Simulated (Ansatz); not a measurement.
The parent structure is MoS2 (space group P6_3/mmc, No. 194; a = 3.109 Å, c = 11.709 Å; layered, stacked along the Cartesian z axis). Axes: x lies along a and z along c of the hexagonal cell.

Perturbation: biaxial strain +1.80 %, plane normal [001], relaxed out of plane (Cartesian); in-plane vectors clamped, the third vector and the atoms free.

The values are results of PBEsol-D3(BJ) (Ansatz, an electronic-structure program), scalar-relativistic without spin-orbit coupling, not measurements.

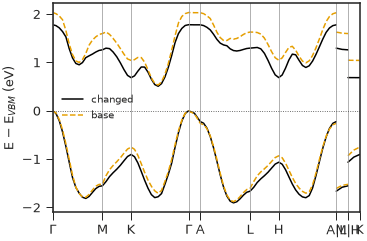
Figure. Highest valence and lowest conduction band along the path, each from its own valence-band maximum

Problem. From the figure, how large is the changed gap, and is it direct?

Solution. About 0.51 eV, indirect, Γ → K–Γ (47 % along).

No phonon test of stability was made.
